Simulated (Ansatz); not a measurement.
**A hypothetical structure for ZrOs5**

This structure for ZrOs5 is made up. Its elements were placed in a known structure type with a cell scaled to their sizes. What cell does the guess relax to, and how far off was it?

Calculated with Ansatz 0.2.0; DFT, PBE, plane-wave PAW, files of the set soft_1, scalar-relativistic, no spin, cell and ions relaxed at zero pressure; PAW set soft_1.

### Step 1. The structure

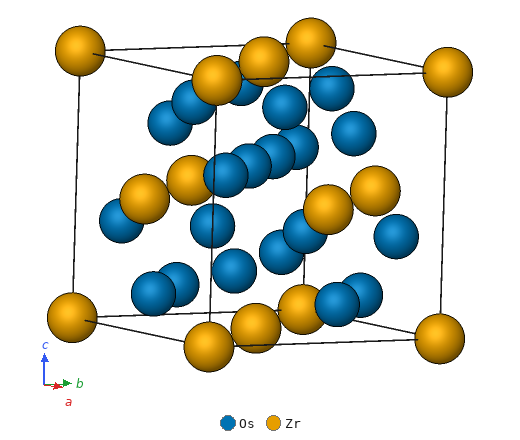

Start, viewed slightly off an axis; osmium blue, zirconium orange. This picture shows the conventional cell, with its axes. Some periodic images of atoms are drawn too.

As a file:

```cif
data_structure
_symmetry_space_group_name_H-M 'P 1'
_symmetry_Int_Tables_number 1
_cell_length_a 5.0954
_cell_length_b 5.0954
_cell_length_c 5.0954
_cell_angle_alpha 60.000
_cell_angle_beta 60.000
_cell_angle_gamma 60.000
_cell_volume 93.55
loop_
_atom_site_label
_atom_site_type_symbol
_atom_site_fract_x
_atom_site_fract_y
_atom_site_fract_z
_atom_site_occupancy
Os1 Os 0.62640 0.62640 0.12080 1
Os2 Os 0.62640 0.12080 0.62640 1
Os3 Os 0.62640 0.62640 0.62640 1
Os4 Os 0.12080 0.62640 0.62640 1
Os5 Os 0.25000 0.25000 0.25000 1
Zr6 Zr 0.00000 0.00000 0.00000 1
```

### Step 2. Relaxing cell and atoms

The guessed cell has no reason to be at equilibrium. It is relaxed with the atoms, within the space group of the guess.

input.yaml

```yaml
crystal:
  lattice:
    - [0.0, 3.603, 3.603]
    - [3.603, 0.0, 3.603]
    - [3.603, 3.603, 0.0]
  atoms:
    - { symbol: Os, position: [0.6264, 0.6264, 0.1208] }
    - { symbol: Os, position: [0.6264, 0.1208, 0.6264] }
    - { symbol: Os, position: [0.6264, 0.6264, 0.6264] }
    - { symbol: Os, position: [0.1208, 0.6264, 0.6264] }
    - { symbol: Os, position: [0.25, 0.25, 0.25] }
    - { symbol: Zr, position: [0.0, 0.0, 0.0] }
kpoints:
  mp_grid: { grid: [7, 7, 7] }
scf:
  occupations: { method: fermi_dirac, width: 0.05 }
hamiltonian:
  xc: pbe
  pseudopotentials: { kind: paw, azcp: { folder: soft_1 } }
relax:
  f_tol: 0.015
  max_steps: 70
  cell: {}
output:
  forces: true
  stress: true
```

Run with:

```
> ansatz run input.yaml --threads 4 --pin off --max-ram 10240MiB --backend cpu --events-out ev --progress --plain --runs-dir out
```

Numbers of over 12 decimals in the logs are rounded to 6 here.

The log of the run:

```text
Engine: ansatz 0.2.0, x86_64-unknown-linux-gnu
Pseudopotentials: kind: paw
Pseudopotential: Os, paw, valence charge 16, recommended cutoff 420 eV (normal), soft_1/Os.paw.azcp
Pseudopotential: Zr, paw, valence charge 12, recommended cutoff 420 eV (normal), soft_1/Zr.paw.azcp
Functional definition: PBE
  parameter kappa = 0.804
  parameter beta = 0.066725
  exchange = pbe_x(kappa = kappa, mu = beta*pi^2/3)
  correlation = pbe_c(beta = beta)
Crystal: 6 atoms, lattice volume = 93.545 Å³
Basis set: ecut = 420 eV, 1837 PW (Γ), exchange–correlation on 72×72×72 points (8 copies of the dense FFT grid, shifted against one another)
Bands: 56, of which v1, the nominal top of the filled ones, is band 46 counted from 1 (45 counted from 0)
Symmetry: 24 space group operations
Space group: F-43m (ITA 216), of the structure as read, at distance tolerance 4.5e-5 Å
k-points: 20 of 343 (time reversal used)
Non-local potential: Os, projectors of the file, l = 0: 3, l = 1: 2, l = 2: 2, l = 3: 1
Non-local potential: Zr, projectors of the file, l = 0: 3, l = 1: 2, l = 2: 2, l = 3: 1
PAW form: soft (Blöchl's): semilocal exchange-correlation on the pseudo side does not see the compensation charge
PAW one-centre angular grid: Os, 590 points (default); XC on 64 Gauss nodes
PAW one-centre angular grid: Zr, 590 points (default); XC on 64 Gauss nodes
Initial density: superposition of atomic densities (chi_scale 0.1, normalization cell, long waves kept (reshape's long-wave potential 0.00 eV rms))
Initial wavefunctions: pseudopotential atomic-orbital guess
Functional: x = pbe(κ = 0.804, μ = 0.219515), c = pbe(β = 0.066725)
SCF iter   1: F=—  HF=-61115.517306 eV  |F-HF|=—  |Δ(HF+E_count)|=         —  Δρ=1.11e-1  dr2=2.55e1  ethr=3.10e-3  ⟨swp⟩=5.5  Hψ=3535  notcnv=0  defer=1
preconditioner: auto → Kerker (q_TF=auto, 2.721 Å⁻¹)  [metal: Δε(μ)=0.028 eV  Ē_g=5.537 eV  σ=0.050 eV  W_gap=0.14  n_scr=26 (ndim 8)  ℏωp=25.5 eV  f_vac=0.000  D(μ)=8.46/eV (n_scr^D=112)]
SCF iter   2: F=—  HF=-61112.742693 eV  |F-HF|=—  |Δ(HF+E_count)|=    2.77e0  Δρ=5.74e-2  dr2=7.26e0  ethr=3.10e-3  ⟨swp⟩=2.1  Hψ=1818  notcnv=0  defer=18
SCF iter   3: F=—  HF=-61111.695361 eV  |F-HF|=—  |Δ(HF+E_count)|=    1.05e0  Δρ=8.90e-3  dr2=1.86e-1  ethr=3.10e-3  ⟨swp⟩=2.9  Hψ=1853  notcnv=0  defer=18
SCF iter   4: F=—  HF=-61111.663806 eV  |F-HF|=—  |Δ(HF+E_count)|=   3.16e-2  Δρ=1.90e-3  dr2=3.56e-3  ethr=2.02e-4  ⟨swp⟩=2.6  Hψ=1472  notcnv=0  defer=16
SCF iter   5: F=—  HF=-61111.663284 eV  |F-HF|=—  |Δ(HF+E_count)|=   5.22e-4  Δρ=4.93e-4  dr2=3.66e-4  ethr=3.87e-6  ⟨swp⟩=2.0  Hψ=1913  notcnv=0  defer=16
SCF iter   6: F=—  HF=-61111.663247 eV  |F-HF|=—  |Δ(HF+E_count)|=   3.72e-5  Δρ=1.15e-4  dr2=2.33e-5  ethr=3.98e-7  ⟨swp⟩=1.9  Hψ=1201  notcnv=0  defer=16
SCF iter   7: F=—  HF=-61111.663238 eV  |F-HF|=—  |Δ(HF+E_count)|=   9.17e-6  Δρ=1.93e-5  dr2=4.81e-7  ethr=2.54e-8  ⟨swp⟩=2.0  Hψ=1601  notcnv=0  defer=16
SCF iter   8: F=-61111.663238 eV  HF=-61111.663238 eV  |F-HF|=7.70e-9  |Δ(HF+E_count)|=   8.00e-8  Δρ=3.42e-6  dr2=1.18e-8  ethr=1.09e-10  ⟨swp⟩=4.0  Hψ=3901  notcnv=0
SCF 1 converged in 8 iterations: F = -61111.663238 eV  dr2 = 1.18e-8
  greatest PAW one-centre occupation: 1.000 electrons in one spin orbital (limit 2), on the Os atom at site 2 (counted from 0), in its partial waves of l = 0
relax step   1: F+E_penalty+E_count = -61111.66323775 eV  Δ(F+E_penalty+E_count) = +0.000e0 eV  max|allowed force component| = 8.443e-1 eV/Å  Δτ_max = 0.0000 Å  P = +10.484 GPa  Ω = 93.545 Å³  (8 SCF iters, dr2 threshold 1.00e-7 eV, accepted)
Crystal: 6 atoms, lattice volume = 102.625 Å³
Basis set: ecut = 420 eV, 1989 PW (Γ), exchange–correlation on 72×72×72 points (8 copies of the dense FFT grid, shifted against one another)
Initial density: handed on by an earlier stage of this run
Initial wavefunctions: those handed on with the density
iter 1 solved again at ethr=8.38e-4 eV; its pass at ethr=3.10e-3 eV (dr2=7.71e-1 eV) is discarded
SCF iter   1: F=—  HF=-61111.620461 eV  |F-HF|=—  |Δ(HF+E_count)|=         —  Δρ=1.70e-2  dr2=7.74e-1  ethr=8.38e-4  ⟨swp⟩=1.0  Hψ=4578  notcnv=0
preconditioner: auto → Kerker (q_TF=auto, 2.679 Å⁻¹)  [metal: Δε(μ)=0.026 eV  Ē_g=5.010 eV  σ=0.050 eV  W_gap=0.13  n_scr=26 (ndim 8)  ℏωp=24.3 eV  f_vac=0.000  D(μ)=12.65/eV (n_scr^D=168)]
SCF iter   2: F=—  HF=-61111.556244 eV  |F-HF|=—  |Δ(HF+E_count)|=   6.42e-2  Δρ=8.88e-3  dr2=2.30e-1  ethr=8.38e-4  ⟨swp⟩=1.1  Hψ=1121  notcnv=0
SCF iter   3: F=—  HF=-61111.526645 eV  |F-HF|=—  |Δ(HF+E_count)|=   2.96e-2  Δρ=9.82e-4  dr2=1.69e-3  ethr=2.50e-4  ⟨swp⟩=2.1  Hψ=1474  notcnv=0
SCF iter   4: F=—  HF=-61111.526656 eV  |F-HF|=—  |Δ(HF+E_count)|=   1.12e-5  Δρ=1.84e-4  dr2=2.92e-5  ethr=1.84e-6  ⟨swp⟩=2.0  Hψ=1552  notcnv=0
SCF iter   5: F=—  HF=-61111.526653 eV  |F-HF|=—  |Δ(HF+E_count)|=   3.04e-6  Δρ=4.10e-5  dr2=3.00e-6  ethr=3.17e-8  ⟨swp⟩=2.2  Hψ=1871  notcnv=0
SCF iter   6: F=-61111.526652 eV  HF=-61111.526652 eV  |F-HF|=4.06e-9  |Δ(HF+E_count)|=   3.30e-7  Δρ=7.35e-6  dr2=3.82e-8  ethr=6.52e-10  ⟨swp⟩=4.0  Hψ=3513  notcnv=0
SCF 2 converged in 6 iterations: F = -61111.526652 eV  dr2 = 3.82e-8
relax step   2: F+E_penalty+E_count = -61111.52665240 eV  Δ(F+E_penalty+E_count) = +1.366e-1 eV  max|allowed force component| = 2.218e-2 eV/Å  Δτ_max = 0.0320 Å  P = -15.309 GPa  Ω = 102.625 Å³  energy of the carried Pulay correction = -6.014e-3 eV  (6 SCF iters, dr2 threshold 6.00e-7 eV, rejected (line search))
Crystal: 6 atoms, lattice volume = 96.229 Å³
Basis set: ecut = 420 eV, 1893 PW (Γ), exchange–correlation on 72×72×72 points (8 copies of the dense FFT grid, shifted against one another)
iter 1 solved again at ethr=2.15e-4 eV; its pass at ethr=3.10e-3 eV (dr2=1.98e-1 eV) is discarded
SCF iter   1: F=—  HF=-61111.856718 eV  |F-HF|=—  |Δ(HF+E_count)|=         —  Δρ=8.95e-3  dr2=1.99e-1  ethr=2.15e-4  ⟨swp⟩=1.1  Hψ=4902  notcnv=0
preconditioner: auto → Kerker (q_TF=auto, 2.708 Å⁻¹)  [metal: Δε(μ)=0.012 eV  Ē_g=5.367 eV  σ=0.050 eV  W_gap=0.06  n_scr=26 (ndim 8)  ℏωp=25.1 eV  f_vac=0.000  D(μ)=10.56/eV (n_scr^D=136)]
SCF iter   2: F=—  HF=-61111.838132 eV  |F-HF|=—  |Δ(HF+E_count)|=   1.86e-2  Δρ=4.75e-3  dr2=6.00e-2  ethr=2.15e-4  ⟨swp⟩=1.2  Hψ=1127  notcnv=0
SCF iter   3: F=—  HF=-61111.829595 eV  |F-HF|=—  |Δ(HF+E_count)|=   8.54e-3  Δρ=5.79e-4  dr2=6.88e-4  ethr=6.53e-5  ⟨swp⟩=2.0  Hψ=1448  notcnv=0
SCF iter   4: F=—  HF=-61111.829465 eV  |F-HF|=—  |Δ(HF+E_count)|=   1.30e-4  Δρ=8.83e-5  dr2=5.03e-6  ethr=7.48e-7  ⟨swp⟩=2.0  Hψ=1523  notcnv=0
SCF iter   5: F=—  HF=-61111.829480 eV  |F-HF|=—  |Δ(HF+E_count)|=   1.49e-5  Δρ=1.53e-5  dr2=2.27e-7  ethr=5.47e-9  ⟨swp⟩=2.1  Hψ=1924  notcnv=0
SCF iter   6: F=—  HF=-61111.829480 eV  |F-HF|=—  |Δ(HF+E_count)|=   1.46e-8  Δρ=2.43e-6  dr2=2.75e-9  ethr=2.47e-10  ⟨swp⟩=2.0  Hψ=1937  notcnv=0
SCF iter   7: F=—  HF=-61111.829480 eV  |F-HF|=—  |Δ(HF+E_count)|=   1.75e-9  Δρ=4.55e-7  dr2=1.62e-10  ethr=2.99e-12  ⟨swp⟩=2.0  Hψ=1563  notcnv=0
SCF iter   8: F=-61111.829480 eV  HF=-61111.829480 eV  |F-HF|=3.64e-11  |Δ(HF+E_count)|=    0.00e0  Δρ=7.68e-8  dr2=3.98e-12  ethr=1.00e-12  ⟨swp⟩=4.0  Hψ=3872  notcnv=0
SCF 3 converged in 8 iterations: F = -61111.829480 eV  dr2 = 3.98e-12
relax step   3: F+E_penalty+E_count = -61111.82948006 eV  Δ(F+E_penalty+E_count) = -1.662e-1 eV  max|allowed force component| = 1.738e-1 eV/Å  Δτ_max = 0.0344 Å  P = +1.307 GPa  Ω = 96.229 Å³  energy of the carried Pulay correction = -1.837e-3 eV  (8 SCF iters, accepted)
[...]
relax step   4: F+E_penalty+E_count = -61111.83456890 eV  Δ(F+E_penalty+E_count) = -5.089e-3 eV  max|allowed force component| = 1.152e-2 eV/Å  Δτ_max = 0.0067 Å  P = -0.067 GPa  Ω = 96.642 Å³  energy of the carried Pulay correction = -2.116e-3 eV  (6 SCF iters, dr2 threshold 6.00e-7 eV, accepted)
[...]
relax step   5: F+E_penalty+E_count = -61111.83460412 eV  Δ(F+E_penalty+E_count) = -3.521e-5 eV  max|allowed force component| = 1.068e-5 eV/Å  Δτ_max = 0.0004 Å  P = -0.001 GPa  Ω = 96.622 Å³  energy of the carried Pulay correction = -2.102e-3 eV  (6 SCF iters, dr2 threshold 1.11e-8 eV, accepted)
Initial wavefunctions: pseudopotential atomic-orbital guess (no wavefunctions were taken with the density)
iter 1 solved again at ethr=5.83e-8 eV; its pass at ethr=3.10e-3 eV (dr2=5.36e-5 eV) is discarded
SCF iter   1: F=—  HF=-61111.836679 eV  |F-HF|=—  |Δ(HF+E_count)|=         —  Δρ=9.40e-5  dr2=1.53e-6  ethr=5.83e-8  ⟨swp⟩=3.5  Hψ=6730  notcnv=0
preconditioner: auto → Kerker (q_TF=auto, 2.706 Å⁻¹)  [metal: Δε(μ)=0.031 eV  Ē_g=5.359 eV  σ=0.050 eV  W_gap=0.15  n_scr=26 (ndim 8)  ℏωp=25.1 eV  f_vac=0.000  D(μ)=10.69/eV (n_scr^D=136)]
SCF iter   2: F=—  HF=-61111.836700 eV  |F-HF|=—  |Δ(HF+E_count)|=   2.07e-5  Δρ=4.99e-5  dr2=3.91e-7  ethr=1.66e-9  ⟨swp⟩=2.8  Hψ=2073  notcnv=0
SCF iter   3: F=—  HF=-61111.836701 eV  |F-HF|=—  |Δ(HF+E_count)|=   7.44e-7  Δρ=3.55e-6  dr2=2.73e-9  ethr=4.25e-10  ⟨swp⟩=2.0  Hψ=2040  notcnv=0
SCF iter   4: F=—  HF=-61111.836701 eV  |F-HF|=—  |Δ(HF+E_count)|=   2.98e-9  Δρ=3.79e-7  dr2=7.18e-11  ethr=2.96e-12  ⟨swp⟩=2.0  Hψ=1541  notcnv=0
iter 5 did not close the SCF: its close was put off for the readings that it lacked (scf_convergence_deferred on its scf_iter line)
SCF iter   5: F=-61111.836701 eV  HF=-61111.836701 eV  |F-HF|=7.28e-12  |Δ(HF+E_count)|=  1.46e-11  Δρ=4.07e-8  dr2=1.38e-12  ethr=1.00e-12  ⟨swp⟩=1.0  Hψ=1120  notcnv=0
iter 6 did not close the SCF: its close was put off for the readings that it lacked (scf_convergence_deferred on its scf_iter line)
SCF iter   6: F=-61111.836701 eV  HF=-61111.836701 eV  |F-HF|=0.00e0  |Δ(HF+E_count)|=  2.91e-11  Δρ=9.45e-9  dr2=8.52e-14  ethr=1.00e-12  ⟨swp⟩=1.0  Hψ=1120  notcnv=0
iter 7 did not close the SCF: its close was put off for the readings that it lacked (scf_convergence_deferred on its scf_iter line)
SCF iter   7: F=-61111.836701 eV  HF=-61111.836701 eV  |F-HF|=1.46e-11  |Δ(HF+E_count)|=    0.00e0  Δρ=1.66e-9  dr2=2.40e-15  ethr=1.00e-12  ⟨swp⟩=1.0  Hψ=1120  notcnv=0
iter 8 did not close the SCF: its close was put off for the readings that it lacked (scf_convergence_deferred on its scf_iter line)
SCF iter   8: F=-61111.836701 eV  HF=-61111.836701 eV  |F-HF|=2.91e-11  |Δ(HF+E_count)|=  7.28e-12  Δρ=2.88e-10  dr2=5.95e-17  ethr=1.00e-12  ⟨swp⟩=1.0  Hψ=1120  notcnv=0
SCF iter   9: F=-61111.836701 eV  HF=-61111.836701 eV  |F-HF|=2.18e-11  |Δ(HF+E_count)|=  7.28e-12  Δρ=8.71e-11  dr2=3.41e-18  ethr=1.00e-12  ⟨swp⟩=1.1  Hψ=2321  notcnv=0
SCF 6 converged in 9 iterations: F = -61111.836701 eV  dr2 = 3.41e-18
relax step   6: F+E_penalty+E_count = -61111.83670057 eV  Δ(F+E_penalty+E_count) = -2.096e-3 eV  max|allowed force component| = 3.960e-5 eV/Å  Δτ_max = 0.0000 Å  P = -0.013 GPa  Ω = 96.622 Å³  stress off target by 1.30e-2 GPa  SCF on the basis re-selected at this cell (its energy is not comparable with the rows above)  (9 SCF iters)
basis re-selected at this cell: Δ(F+E_penalty+E_count) = -2.096e-3 eV, ΔP = -0.012 GPa vs the last step (what re-selecting the basis moved, of the pressure what is left beyond the Pulay correction that the steps carried, after the strain that the cell walked since its last selection, with what the two solves' SCF thresholds leave and, on support functions, any second-order correction that the steps lacked; it is no m [...]
SCF converged after 9 iterations
Free energy (F): -61111.836701 eV
Harris-Foulkes:  -61111.836701 eV  (|F-HF|=2.18e-11)
Internal energy: -61111.751244 eV  (E = F + TS)
E sigma→0 (E₀):  -61111.793972 eV
Entropy (-TS):   -0.085456 eV (-14.243 meV/atom)
Fermi energy:    22.027312 eV
--- Per-component energies (eV) ---
  E_band       = -634.233894
  E_kinetic    = 2770.784683
  E_local      = -6171.710922  (includes V_loc(G=0)·N_el)
  E_nonlocal   = 1058.131635
  E_hartree    = 2231.026450
  E_xc         = -1321.039329
  E_vxc        = -1409.886344  (∫ρ·V_xc dr)
  E_paw        = -48200.239463  (= ΣΔE_a)
  E_vpaw       = -1343.608136  (= ΣTr[D̂ρ^β])
  E_aug_tail   = 0.002288  (compensation charges beyond the density's cutoff)
  E_ewald      = -11478.706587
  E_smearing   = -0.085456  (= −TS)
  E_closure    = 0.000000  (closes the sum)
  Σ components = -61111.836701   (vs F -61111.836701, Δ=0.00e0)
--- Forces (eV/Å), atoms counted from 1 ---
  atom   1  Os     0.00003960     0.00003960    -0.00003960
  atom   2  Os     0.00003960    -0.00003960     0.00003960
  atom   3  Os    -0.00003960    -0.00003960    -0.00003960
  atom   4  Os    -0.00003960     0.00003960     0.00003960
  atom   5  Os     0.00000000     0.00000000     0.00000000
  atom   6  Zr    -0.00000000     0.00000000    -0.00000000
  max |Σ_I F_I| component: 1.46e-17 eV/Å
--- Stress (GPa, compression-positive) ---
       -0.013033       0.000000       0.000000
        0.000000      -0.013033       0.000000
        0.000000       0.000000      -0.013033
  P = ⅓ Tr σ = -0.0130 GPa (-0.130 kbar)
--- Relaxed structure (5 steps of the walk, 4 accepted, 1 SCFs on fresh bases) ---
  F+E_penalty+E_count = -61111.83670057 eV   max|allowed force component| = 3.960e-5 eV/Å   (the final SCF, on the basis selected at the relaxed cell)
  cell:  # Å, volume = 96.6219 Å³
    - [0, 3.642072, 3.642072]
    - [3.642072, 0, 3.642072]
    - [3.642072, 3.642072, 0]
  atoms:
    - { symbol: Os, position: [0.624148, 0.624148, 0.127555] }
    - { symbol: Os, position: [0.624148, 0.127555, 0.624148] }
    - { symbol: Os, position: [0.624148, 0.624148, 0.624148] }
    - { symbol: Os, position: [0.127555, 0.624148, 0.624148] }
    - { symbol: Os, position: [0.25, 0.25, 0.25] }
    - { symbol: Zr, position: [1.6926553483849464e-19, -1.6926553483849464e-19, -1.5171207196635445e-19] }
```

Wall time 19 s (4 threads of AMD EPYC 7B13 (Zen 3), shared host); peak memory 0.5 GiB; 63 s of CPU time.

Relaxation path:

| step | energy less that of the first step (eV) | largest force component (eV/Å) | pressure (GPa) | volume (Å³) |
| --- | --- | --- | --- | --- |
| 1 | 0.0000 | 0.8443 | 10.48 | 93.55 |
| 2 | 0.1366 | 0.0222 | -15.31 | 102.63 |
| 3 | -0.1662 | 0.1738 | 1.31 | 96.23 |
| 4 | -0.1713 | 0.0115 | -0.07 | 96.64 |
| 5 | -0.1714 | 0.0000 | 0.00 | 96.62 |
| 6* | -0.1735 | 0.0000 | -0.01 | 96.62 |

Relaxation steps marked * repeat the geometry before them on a plane-wave basis chosen anew for their cell, so energy and pressure can jump there. Relaxation step 2 was tried and not accepted.

The run keeps the 24 symmetry operations that it works with, so distortions that break them were not tested.

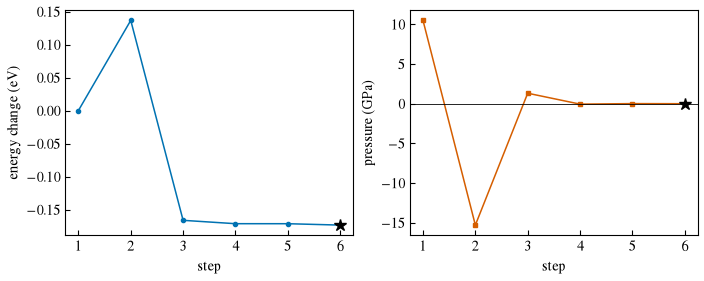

Energy and pressure along the relaxation. Stars mark steps on a basis chosen anew.

| conventional cell, symmetrised | before | after | change |
| --- | --- | --- | --- |
| a (Å) | 7.206 | 7.284 | +1.1 % |
| b (Å) | 7.206 | 7.284 | +1.1 % |
| c (Å) | 7.206 | 7.284 | +1.1 % |
| volume (Å³/atom) | 15.59 | 16.10 | +3.3 % |

The atoms that moved most (Å, as changes of fractional coordinates times the final cell):

| atom | dx | dy | dz | length |
| --- | --- | --- | --- | --- |
| Os1 | 0.016 | 0.016 | -0.016 | 0.028 |
| Os2 | 0.016 | -0.016 | 0.016 | 0.028 |
| Os4 | -0.016 | 0.016 | 0.016 | 0.028 |
| Os3 | -0.016 | -0.016 | -0.016 | 0.028 |

Final coordinates:

```xyz
6
Lattice="0.0000 3.6421 3.6421 3.6421 0.0000 3.6421 3.6421 3.6421 0.0000" Properties=species:S:1:pos:R:3 pbc="T T T"
Os    2.7378    2.7378    4.5464
Os    2.7378    4.5464    2.7378
Os    4.5464    4.5464    4.5464
Os    4.5464    2.7378    2.7378
Os    1.8210    1.8210    1.8210
Zr    0.0000    0.0000    0.0000
```

This step gave:

* free energy: -61111.8367 eV
* energy at zero smearing: -61111.7940 eV
* smearing term TS: 0.08546 eV
* Fermi energy: 22.03 eV
* electrons: 92
* symmetry operations: 24
* pressure: -0.01303 GPa

The shortest distance of each pair, which need not be the same contact before and after:

| pair | guess (Å) | relaxed (Å) |
| --- | --- | --- |
| Os–Os | 2.519 | 2.558 |
| Os–Zr | 2.984 | 3.022 |
| Zr–Zr | 5.095 | 5.151 |

The relaxation ends with a largest force component of 4.0e-5 eV/Å and a pressure of -0.01 GPa.

### Step 3. Results

| Property | Result |
| --- | --- |
| space group, relaxed | F-43m |
| conventional cell | a = 7.284, b = 7.284, c = 7.284 Å; α = 90.0°, β = 90.0°, γ = 90.0° |
| volume per atom | 16.10 Å³ (guess 15.59) |

What this shows: ZrOs5 relaxes to F-43m with a = 7.284, b = 7.284 and c = 7.284 Å. The guessed volume was 3 % too small. The space group F-43m was held in the relaxation, so the end point is a stationary structure within it and may be a saddle against distortions or other arrangements. Mesh and cutoff weren't tested. Spin-orbit coupling is left out, which can matter for elements this heavy. No dispersion term is used, so weakly bound directions may come out too long. The runs have no spin, and magnetism wasn't tested. Nothing here tests whether the compound is stable against decomposition.

[Logs are printed without paths, hosts, clocks, repeated set-up lines and the standing remarks that a program may print on its own settings, such as how far it seeks lower states.]

[Hosts, paths, dates, database ids (printed as entryN), source tags and the programs' standing remarks are cut or masked in the printed files.]
